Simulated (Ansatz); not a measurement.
# CH5ClOSi: rotation by 120° about the C2–Si3 bond

How high is the barrier for the rotation by 120° about the C2–Si3 bond? Relax the two ends, then run a nudged elastic band between them. SMILES of the start: OC([SiH3])Cl.

All numbers below are computed with Ansatz 0.2.0 (RKS B3LYP/def2-SVP).

**1. The system as given**

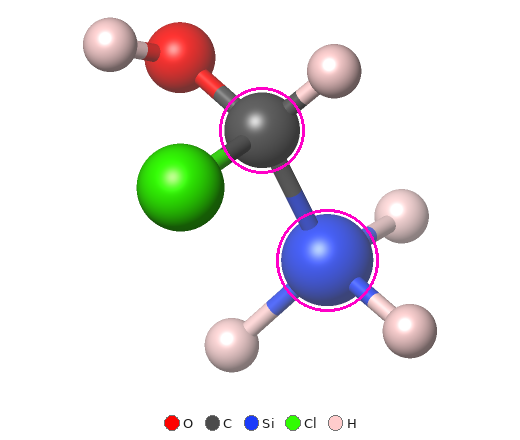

The starting structure, seen from a free direction (oxygen red, carbon dark grey, silicon blue, chlorine green, hydrogen pink). Ringed: C2, Si3.

As a file:

```xyz
9

O     0.2324    1.6960   -0.2781
C    -0.4897    0.5054   -0.0290
Si    0.5142   -0.9718    0.4169
Cl   -1.3330    0.1364   -1.5128
H    -0.2105    2.0580   -1.1359
H    -1.2228    0.7180    0.7554
H     1.5626   -1.3140   -0.6256
H    -0.2675   -2.1552    0.6556
H     1.3028   -0.7192    1.7363
```

**2. Relaxing end A**

input.yaml

```yaml
crystal:
  periodic: [false, false, false]
  atoms:
    - { symbol: O, position_ang: [0.2324, 1.696, -0.2781] }
    - { symbol: C, position_ang: [-0.4897, 0.5054, -0.029] }
    - { symbol: Si, position_ang: [0.5142, -0.9718, 0.4169] }
    - { symbol: Cl, position_ang: [-1.333, 0.1364, -1.5128] }
    - { symbol: H, position_ang: [-0.2105, 2.058, -1.1359] }
    - { symbol: H, position_ang: [-1.2228, 0.718, 0.7554] }
    - { symbol: H, position_ang: [1.5626, -1.314, -0.6256] }
    - { symbol: H, position_ang: [-0.2675, -2.1552, 0.6556] }
    - { symbol: H, position_ang: [1.3028, -0.7192, 1.7363] }
basis:
  gaussian: { orbitals: def2-SVP }
hamiltonian:
  xc: b3lyp
relax:
  f_tol: 0.015
  max_steps: 40
```

Started as:

```console
> ansatz run input.yaml --threads 1 --pin off --max-ram 2048MiB --backend cpu --events-out ev --progress --plain --runs-dir out
```

What it wrote, cut to the lines that bear on the results:

```text
Warning: RAYON_NUM_THREADS=1 ignored (pool sized by the plan → 1); use --threads N
[...]
Functional definition: B3LYP
[...]
927 factors; integrals over basis functions are off by at most 3.8e-4 eV
[...]
mean field -23556.92477416 eV, -865.7010179934 hartree, gradient 8.8e-6 eV, S^2 0.000000; 0 other end points of the search recorded, 0 dependent functions left out
[...]
reference -23556.92501390 eV, -865.7010268036 hartree; 25, 25 occupied and 64, 64 virtual orbitals, 927 factors
relax step   1: F+E_penalty+E_count = -23556.92477416 eV  Δ(F+E_penalty+E_count) = +0.000e0 eV  max|allowed force component| = 2.991e0 eV/Å  Δτ_max = 0.0000 Å  (25 SCF iters, accepted)
[...]
relax step   7: F+E_penalty+E_count = -23557.50714405 eV  Δ(F+E_penalty+E_count) = -1.278e-3 eV  max|allowed force component| = 3.687e-2 eV/Å  Δτ_max = 0.0171 Å  (26 SCF iters, accepted)
[...]
relax step   8: F+E_penalty+E_count = -23557.50723738 eV  Δ(F+E_penalty+E_count) = -9.333e-5 eV  max|allowed force component| = 7.755e-3 eV/Å  Δτ_max = 0.0031 Å  (22 SCF iters, accepted)
927 factors; integrals over basis functions are off by at most 3.9e-4 eV
[...]
mean field -23557.50723738 eV, -865.7224231219 hartree, gradient 2.1e-5 eV, S^2 0.000000; 1 other end points of the search recorded, 0 dependent functions left out
[...]
reference -23557.50747856 eV, -865.7224319848 hartree; 25, 25 occupied and 64, 64 virtual orbitals, 927 factors
Total energy: -23557.50747856 eV, -865.7224319848 hartree
Atom 0 at     0.346052     1.551710    -0.430514 Å, force    -0.000461    -0.000035    -0.001286 eV/Å
Atom 1 at    -0.478778     0.488249    -0.137031 Å, force     0.007755     0.004569    -0.002185 eV/Å
Atom 2 at     0.583637    -0.994474     0.445241 Å, force     0.002934     0.000758     0.003591 eV/Å
Atom 3 at    -1.442763    -0.082093    -1.628645 Å, force    -0.005212    -0.001173    -0.001111 eV/Å
Atom 4 at    -0.188748     2.331067    -0.644394 Å, force     0.000169    -0.001871     0.001389 eV/Å
Atom 5 at    -1.278103     0.744773     0.579464 Å, force    -0.001805    -0.003178     0.000535 eV/Å
Atom 6 at     1.521085    -1.371268    -0.644283 Å, force    -0.001489    -0.000173    -0.000648 eV/Å
Atom 7 at    -0.321287    -2.126693     0.782445 Å, force    -0.000696     0.001031    -0.002529 eV/Å
Atom 8 at     1.347404    -0.587671     1.660515 Å, force    -0.001195     0.000073     0.002244 eV/Å
Dipole moment:    -0.085753     0.262678     0.274760 e Å
```

Run time: 28 s. Hardware: 1 thread of Arm Neoverse V2, shared host; peak memory 0.17 GiB.

Relaxation path:

| step | energy from step 1 (eV) | largest force component (eV/Å) |
| --- | --- | --- |
| 1 | 0.0000 | 2.9914 |
| 2 | -0.3894 | 1.0958 |
| 3 | -0.4853 | 0.5686 |
| 4 | -0.5456 | 0.6282 |
| 5 | -0.5597 | 0.4113 |
| 6 | -0.5811 | 0.1162 |
| 7 | -0.5824 | 0.0369 |
| 8 | -0.5825 | 0.0078 |

Step 1 is the start.

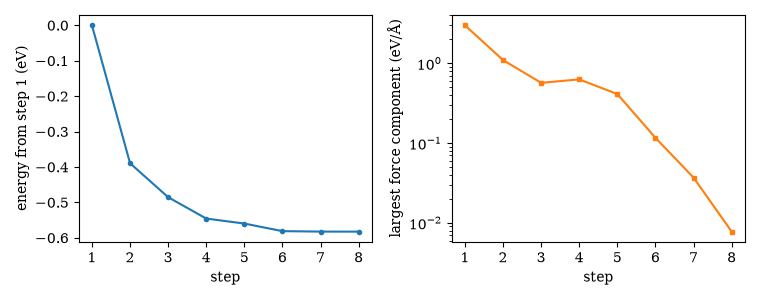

Energy and largest force along the relaxation.

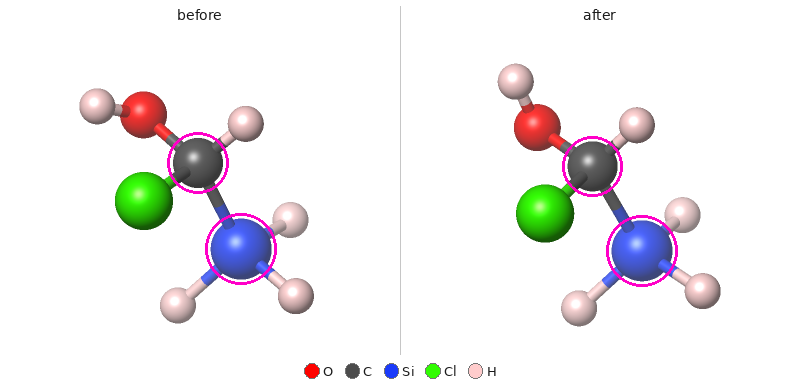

The structure before (left) and after (right), drawn at the same scale.

After: Bond lengths: O1–C2 1.377 Å, C2–Si3 1.915 Å, C2–Cl4 1.865 Å, O1–H5 0.969 Å, C2–H6 1.104 Å, Si3–H7 1.486 Å, Si3–H8 1.488 Å, Si3–H9 1.492 Å. Angles: O1–C2–Si3 109.3°, O1–C2–Cl4 112.0°, O1–C2–H6 113.1°, Si3–C2–Cl4 107.0°, Si3–C2–H6 112.6°, Cl4–C2–H6 102.5°, C2–O1–H5 109.7°, C2–Si3–H7 108.9°, C2–Si3–H8 108.7°, C2–Si3–H9 108.7°, H7–Si3–H8 110.9°, H7–Si3–H9 110.1°, H8–Si3–H9 109.5°.

**3. End point B**

The second end starts from a geometry with the move made by hand.

input.yaml: that of step 2 with these lines changed.

```diff
@@ -9,5 +9,5 @@
     - { symbol: H, position_ang: [-1.2228, 0.718, 0.7554] }
-    - { symbol: H, position_ang: [1.5626, -1.314, -0.6256] }
-    - { symbol: H, position_ang: [-0.2675, -2.1552, 0.6556] }
-    - { symbol: H, position_ang: [1.3028, -0.7192, 1.7363] }
+    - { symbol: H, position_ang: [1.27201, -0.80319, 1.72087] }
+    - { symbol: H, position_ang: [1.4628, -1.35632, -0.59343] }
+    - { symbol: H, position_ang: [-0.40258, -2.21415, 0.62326] }
 basis:
```

Started as:

```console
> ansatz run input.yaml --threads 1 --pin off --max-ram 2048MiB --backend cpu --events-out ev --progress --plain --runs-dir out
```

What it wrote, cut to the lines that bear on the results:

```text
Warning: RAYON_NUM_THREADS=1 ignored (pool sized by the plan → 1); use --threads N
[...]
[... 1 set-up line as earlier in the session ...]
[...]
927 factors; integrals over basis functions are off by at most 3.3e-4 eV
[...]
mean field -23556.93152367 eV, -865.7012660332 hartree, gradient 5.2e-5 eV, S^2 0.000000; 0 other end points of the search recorded, 0 dependent functions left out
[...]
reference -23556.93176330 eV, -865.7012748395 hartree; 25, 25 occupied and 64, 64 virtual orbitals, 927 factors
relax step   1: F+E_penalty+E_count = -23556.93152367 eV  Δ(F+E_penalty+E_count) = +0.000e0 eV  max|allowed force component| = 2.219e0 eV/Å  Δτ_max = 0.0000 Å  (25 SCF iters, accepted)
[...]
relax step   3: F+E_penalty+E_count = -23557.40889292 eV  Δ(F+E_penalty+E_count) = -1.034e-1 eV  max|allowed force component| = 5.994e-1 eV/Å  Δτ_max = 0.0989 Å  (29 SCF iters, accepted)
[...]
Total energy: -23557.50749819 eV, -865.7224327064 hartree
Atom 0 at     0.353517     1.525943    -0.424708 Å, force    -0.000448    -0.002099     0.000841 eV/Å
Atom 1 at    -0.495201     0.479977    -0.137363 Å, force     0.003124    -0.003705    -0.002967 eV/Å
Atom 2 at     0.530568    -1.030739     0.438975 Å, force    -0.000358     0.005115    -0.000363 eV/Å
Atom 3 at    -1.471777    -0.060629    -1.632579 Å, force     0.000010     0.001496     0.001667 eV/Å
Atom 4 at    -0.163581     2.318811    -0.632199 Å, force     0.000437    -0.000173    -0.000162 eV/Å
Atom 5 at    -1.289120     0.750254     0.579971 Å, force    -0.003316     0.001247     0.001395 eV/Å
Atom 6 at     1.295977    -0.650848     1.662004 Å, force    -0.000241    -0.000363     0.000080 eV/Å
Atom 7 at     1.464977    -1.420413    -0.648538 Å, force     0.000682    -0.000806    -0.000546 eV/Å
Atom 8 at    -0.402529    -2.144017     0.761636 Å, force     0.000110    -0.000711     0.000053 eV/Å
Dipole moment:    -0.079100     0.263374     0.277621 e Å
```

It took 38 s on 1 thread of Arm Neoverse V2, shared host; peak memory 0.17 GiB.

Relaxation path:

| step | energy from step 1 (eV) | largest force component (eV/Å) |
| --- | --- | --- |
| 1 | 0.0000 | 2.2190 |
| 2 | -0.3739 | 1.1174 |
| 3 | -0.4774 | 0.5994 |
| 4 | -0.5308 | 0.4288 |
| 5 | -0.5433 | 0.7224 |
| 6 | -0.5645 | 0.3420 |
| 7 | -0.5705 | 0.2900 |
| 8 | -0.5715 | 0.3620 |
| 9 | -0.5719 | 0.4742 |
| 10 | -0.5757 | 0.0166 |
| 11 | -0.5757 | 0.0051 |

Step 1 is the start.

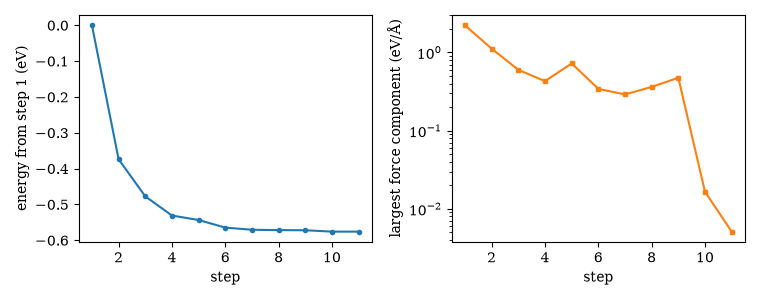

How energy and force went from step to step.

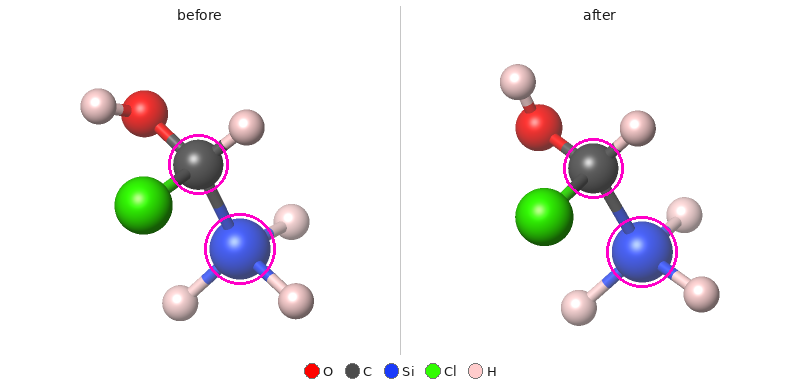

Before and after, at one scale.

After: Bond lengths: O1–C2 1.377 Å, C2–Si3 1.915 Å, C2–Cl4 1.866 Å, O1–H5 0.969 Å, C2–H6 1.104 Å, Si3–H7 1.492 Å, Si3–H8 1.486 Å, Si3–H9 1.488 Å. Angles: O1–C2–Si3 109.4°, O1–C2–Cl4 112.0°, O1–C2–H6 113.1°, Si3–C2–Cl4 107.0°, Si3–C2–H6 112.5°, Cl4–C2–H6 102.4°, C2–O1–H5 109.7°, C2–Si3–H7 108.7°, C2–Si3–H8 108.9°, C2–Si3–H9 108.6°, H7–Si3–H8 110.1°, H7–Si3–H9 109.5°, H8–Si3–H9 110.9°.

**4. The band**

crystal.atoms is end A as relaxed above, and neb.final_atoms is end B, turned to lie on A. With 7 inner images the band has 9 in all.

input.yaml

```yaml
crystal:
  periodic: [false, false, false]
  atoms:
    - { symbol: O, position_ang: [0.346052, 1.55171, -0.430514] }
    - { symbol: C, position_ang: [-0.478778, 0.488249, -0.137031] }
    - { symbol: Si, position_ang: [0.583637, -0.994474, 0.445241] }
    - { symbol: Cl, position_ang: [-1.442763, -0.082093, -1.628645] }
    - { symbol: H, position_ang: [-0.188748, 2.331067, -0.644394] }
    - { symbol: H, position_ang: [-1.278103, 0.744773, 0.579464] }
    - { symbol: H, position_ang: [1.521085, -1.371268, -0.644283] }
    - { symbol: H, position_ang: [-0.321287, -2.126693, 0.782445] }
    - { symbol: H, position_ang: [1.347404, -0.587671, 1.660515] }
basis:
  gaussian: { orbitals: def2-SVP }
hamiltonian:
  xc: b3lyp
neb:
  order_check: false
  images: 7
  f_tol: 0.05
  max_iterations: 49
  initial_path: idpp
  final_atoms:
    - { symbol: O, position_ang: [0.14521055, 1.1143758, -1.20715715] }
    - { symbol: C, position_ang: [-0.36510215, 0.59300532, -0.03895852] }
    - { symbol: Si, position_ang: [0.60014441, -0.99486954, 0.42319173] }
    - { symbol: Cl, position_ang: [-2.15938869, 0.11113925, -0.21206922] }
    - { symbol: H, position_ang: [-0.27987109, 1.96383834, -1.39899435] }
    - { symbol: H, position_ang: [-0.39424465, 1.32513438, 0.7863068] }
    - { symbol: H, position_ang: [2.0375354, -0.64284787, 0.61281222] }
    - { symbol: H, position_ang: [0.45645252, -1.98228178, -0.67772618] }
    - { symbol: H, position_ang: [0.04776271, -1.53389391, 1.69539267] }
```

Started as:

```console
> ansatz run input.yaml --threads 1 --pin off --max-ram 2048MiB --backend cpu --events-out ev --progress --plain --runs-dir out
```

What it wrote, cut to the lines that bear on the results:

```text
Warning: RAYON_NUM_THREADS=1 ignored (pool sized by the plan → 1); use --threads N
[...]
[... 1 set-up line as earlier in the session ...]
[...]
928 factors; integrals over basis functions are off by at most 2.7e-4 eV
[...]
mean field -23557.50725249 eV, -865.7224236770 hartree, gradient 4.8e-5 eV, S^2 0.000000; 0 other end points of the search recorded, 0 dependent functions left out
[...]
reference -23557.50749285 eV, -865.7224325103 hartree; 25, 25 occupied and 64, 64 virtual orbitals, 928 factors
928 factors; integrals over basis functions are off by at most 4.0e-4 eV
[...]
mean field -23557.50725293 eV, -865.7224236932 hartree, gradient 5.0e-5 eV, S^2 0.000000; 0 other end points of the search recorded, 0 dependent functions left out
[...]
reference -23557.50749281 eV, -865.7224325085 hartree; 25, 25 occupied and 64, 64 virtual orbitals, 928 factors
[...]
reference -23557.45972076 eV, -865.7206769182 hartree; 25, 25 occupied and 64, 64 virtual orbitals, 928 factors
NEB iter   1: max|band force component| = 1.207e0 eV/Å  barrier→ = 0.1963 eV  barrier← = 0.1963 eV  Δτ_max = 0.1117 Å  (220 SCF iters)
[...]
NEB iter   2: max|band force component| = 2.883e-1 eV/Å  barrier→ = 0.1352 eV  barrier← = 0.1352 eV  CI = image 4  Δτ_max = 0.0412 Å  (169 SCF iters)
[...]
928 factors; integrals over basis functions are off by at most 2.8e-4 eV
mean field -23557.48873487 eV, -865.7217431672 hartree, gradient 7.7e-5 eV, S^2 0.000000; 0 other end points of the search recorded, 0 dependent functions left out
[...]
reference -23557.48897387 eV, -865.7217519502 hartree; 25, 25 occupied and 64, 64 virtual orbitals, 928 factors
[...]
928 factors; integrals over basis functions are off by at most 3.0e-4 eV
mean field -23557.44332036 eV, -865.7200742145 hartree, gradient 7.8e-5 eV, S^2 0.000000; 0 other end points of the search recorded, 0 dependent functions left out
[...]
```

**5. The output, continued: band between the two ends**

Output, continued, cut to the lines that bear on the results:

```text
reference -23557.44355836 eV, -865.7200829610 hartree; 25, 25 occupied and 64, 64 virtual orbitals, 928 factors
[...]
928 factors; integrals over basis functions are off by at most 3.1e-4 eV
mean field -23557.39778510 eV, -865.7184008246 hartree, gradient 7.7e-5 eV, S^2 0.000000; 0 other end points of the search recorded, 0 dependent functions left out
[...]
reference -23557.39802361 eV, -865.7184095898 hartree; 25, 25 occupied and 64, 64 virtual orbitals, 928 factors
[...]
928 factors; integrals over basis functions are off by at most 3.3e-4 eV
mean field -23557.37856458 eV, -865.7176944837 hartree, gradient 7.8e-5 eV, S^2 0.000000; 0 other end points of the search recorded, 0 dependent functions left out
[...]
reference -23557.37880261 eV, -865.7177032311 hartree; 25, 25 occupied and 64, 64 virtual orbitals, 928 factors
[...]
Total energy: -23557.37910656 eV, -865.7177144011 hartree
Atom 0 at     0.183668     1.124857    -1.200182 Å, force    -0.015229    -0.004432     0.015234 eV/Å
Atom 1 at    -0.426373     0.545766    -0.107652 Å, force    -0.017466    -0.018930    -0.009881 eV/Å
Atom 2 at     0.636456    -0.947107     0.505735 Å, force    -0.003207     0.014493    -0.003259 eV/Å
Atom 3 at    -2.151970    -0.037822    -0.507844 Å, force     0.029428     0.011324     0.007477 eV/Å
Atom 4 at    -0.296428     1.931950    -1.440845 Å, force     0.010304     0.003548    -0.010541 eV/Å
Atom 5 at    -0.611736     1.265928     0.707607 Å, force    -0.002907    -0.002665     0.000787 eV/Å
Atom 6 at     1.840054    -1.066012    -0.361799 Å, force    -0.001792     0.002016    -0.001339 eV/Å
Atom 7 at    -0.145837    -2.209690     0.480987 Å, force    -0.001017    -0.003057     0.000162 eV/Å
Atom 8 at     1.060665    -0.654271     1.906790 Å, force     0.001886    -0.002297     0.001360 eV/Å
Dipole moment:     0.135221     0.318206     0.139678 e Å
this run last wrote the band of iteration 4 to <dir>
```

Wall time 1.7 min (1 thread of Arm Neoverse V2, shared host); peak memory 0.17 GiB.

**6. What the band shows**

The 7 inner images lie between the fixed ends 0 and 8. Energy is taken from image 0, and the path length is the program's own coordinate along the band.

| image | path (Å) | energy (eV) | dihedral Cl4–C2–Si3–H8 (°) | band force (eV/Å) |
| --- | --- | --- | --- | --- |
| 0 | 0.000 | 0.0000 | -59 | - |
| 1 | 0.478 | 0.0184 | -45 | 0.012 |
| 2 | 0.956 | 0.0637 | -29 | 0.019 |
| 3 | 1.434 | 0.1092 | -14 | 0.030 |
| 4* | 1.911 | 0.1284 | 2 | 0.029 |
| 5 | 2.381 | 0.1101 | 17 | 0.028 |
| 6 | 2.851 | 0.0650 | 32 | 0.039 |
| 7 | 3.321 | 0.0192 | 47 | 0.039 |
| 8 | 3.791 | 0.0000 | 62 | - |

The star marks the climbing image.

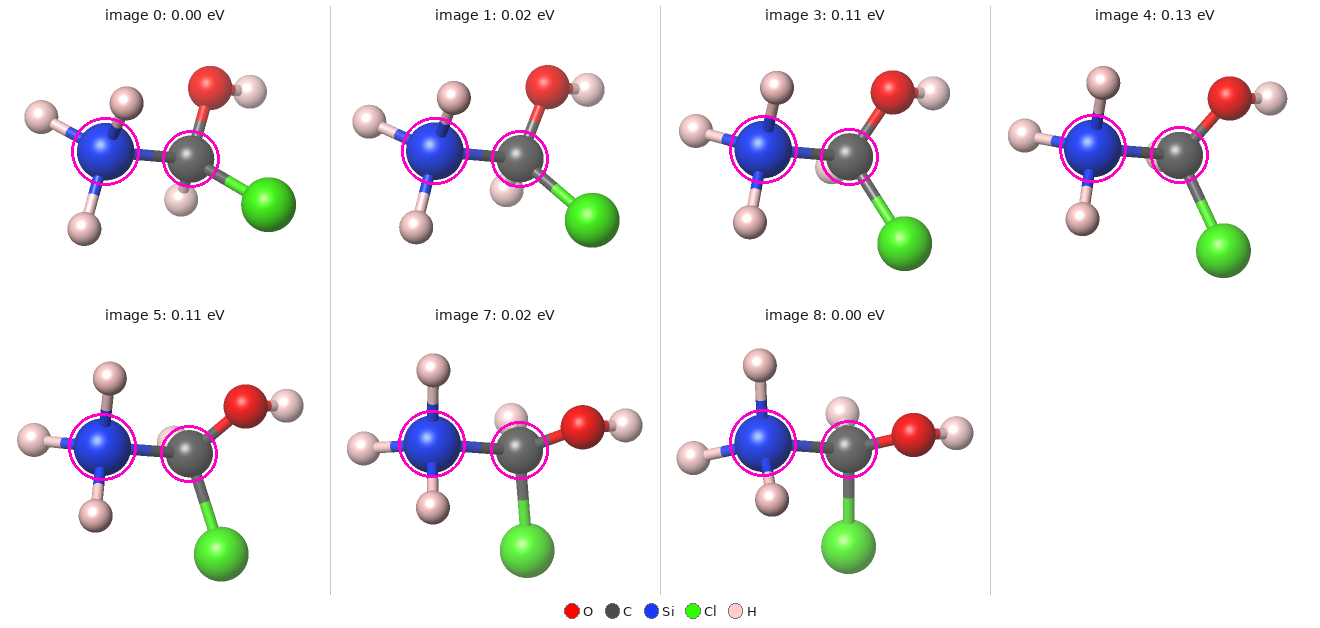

The images of the last band, seen from a free direction. Ringed: C2, Si3. Sticks join atoms closer than a bonding distance in each image.

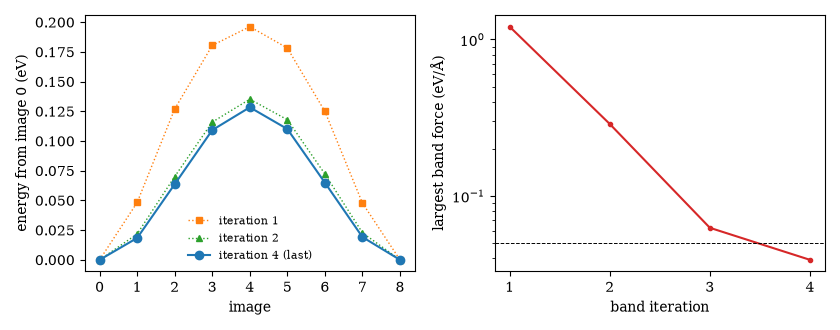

Left: energy of each image for early iterations and the last one (lines only join the points; early values far above the last band run off the scale). Right: the largest band force by iteration, with the threshold dashed.

How the highest energy settled:

| iteration | highest image above image 0 (eV) | largest band force (eV/Å) |
| --- | --- | --- |
| 1 | 0.1963 | 1.207 |
| 2 | 0.1352 | 0.288 |
| 3 | 0.1287 | 0.063 |
| 4 | 0.1284 | 0.039 |

Positions of all images (Å):

```xyz
9
image=0 dE=0.0000
O     0.346    1.552   -0.431
C    -0.479    0.488   -0.137
Si    0.584   -0.994    0.445
Cl   -1.443   -0.082   -1.629
H    -0.189    2.331   -0.644
H    -1.278    0.745    0.579
H     1.521   -1.371   -0.644
H    -0.321   -2.127    0.782
H     1.347   -0.588    1.661
9
image=1 dE=0.0184
O     0.360    1.469   -0.639
C    -0.474    0.499   -0.123
Si    0.592   -0.984    0.464
Cl   -1.684   -0.124   -1.394
H    -0.158    2.257   -0.860
H    -1.135    0.880    0.674
H     1.601   -1.288   -0.584
H    -0.287   -2.157    0.711
H     1.274   -0.599    1.734
9
image=2 dE=0.0637
O     0.337    1.368   -0.842
C    -0.463    0.513   -0.113
Si    0.604   -0.974    0.480
Cl   -1.893   -0.124   -1.125
H    -0.167    2.164   -1.070
H    -0.972    1.016    0.727
H     1.683   -1.211   -0.515
H    -0.243   -2.184    0.640
H     1.203   -0.614    1.799
9
image=3 dE=0.1092
O     0.277    1.253   -1.032
C    -0.447    0.529   -0.108
Si    0.619   -0.962    0.495
Cl   -2.051   -0.094   -0.826
H    -0.215    2.055   -1.266
H    -0.794    1.146    0.738
H     1.763   -1.139   -0.440
H    -0.195   -2.202    0.564
H     1.132   -0.633    1.858
9
image=4 dE=0.1284
O     0.184    1.125   -1.200
C    -0.426    0.546   -0.108
Si    0.636   -0.947    0.506
Cl   -2.152   -0.038   -0.508
H    -0.296    1.932   -1.441
H    -0.612    1.266    0.708
H     1.840   -1.066   -0.362
H    -0.146   -2.210    0.481
H     1.061   -0.654    1.907
9
image=5 dE=0.1101
O     0.063    0.986   -1.336
C    -0.402    0.561   -0.110
Si    0.655   -0.929    0.513
Cl   -2.192    0.041   -0.187
H    -0.405    1.796   -1.590
H    -0.433    1.371    0.639
H     1.910   -0.994   -0.285
H    -0.098   -2.204    0.394
H     0.990   -0.675    1.945
9
image=6 dE=0.0650
O    -0.080    0.838   -1.436
C    -0.376    0.575   -0.116
Si    0.673   -0.907    0.518
Cl   -2.176    0.147    0.125
H    -0.537    1.647   -1.711
H    -0.262    1.459    0.534
H     1.974   -0.921   -0.208
H    -0.049   -2.187    0.303
H     0.920   -0.697    1.973
9
image=7 dE=0.0192
O    -0.237    0.685   -1.493
C    -0.353    0.588   -0.123
Si    0.694   -0.885    0.520
Cl   -2.113    0.287    0.413
H    -0.689    1.485   -1.799
H    -0.107    1.529    0.398
H     2.033   -0.846   -0.134
H     0.006   -2.164    0.207
H     0.854   -0.726    1.993
9
image=8 dE=0.0000
O    -0.359    0.622   -1.484
C    -0.337    0.602   -0.107
Si    0.709   -0.886    0.491
Cl   -2.044    0.397    0.618
H    -0.812    1.421   -1.792
H    -0.004    1.557    0.335
H     2.098   -0.737   -0.034
H     0.100   -2.140   -0.024
H     0.737   -0.881    1.979
```

(Part 1 of 2 ends here.)
